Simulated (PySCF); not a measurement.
In(OH)(SeH)2, SMILES [OH][In]([SeH])[SeH] (H3InOSe2) at its CAM-B3LYP/def2-SVP optimised geometry (Å):

```
7

In    -0.0558    -0.1203     0.0000
O      0.7517    -1.9351     0.0059
H      1.7162    -1.9546    -0.0070
Se     1.3634     1.9546    -0.0043
H      2.6077     1.1715    -0.0022
Se    -2.5555    -0.1203     0.0000
H     -2.6077     1.3488     0.0000
```

Calculation: PySCF with CAM-B3LYP/def2-TZVP, def2 effective core potentials past Kr. The core electrons that the potentials of In replace are not part of the density. Cells within 0.4 Å of a nucleus heavier than hydrogen are left out (blank, or x).

Map of the LUMO amplitude (bohr^(-3/2)) on the plane z = 0.0 Å; orbital energy -1.06 eV, overall sign arbitrary:

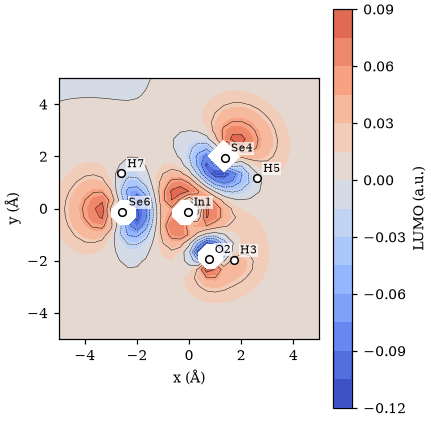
Figure. LUMO amplitude (bohr^(-3/2)) on the plane z = 0.0 Å.
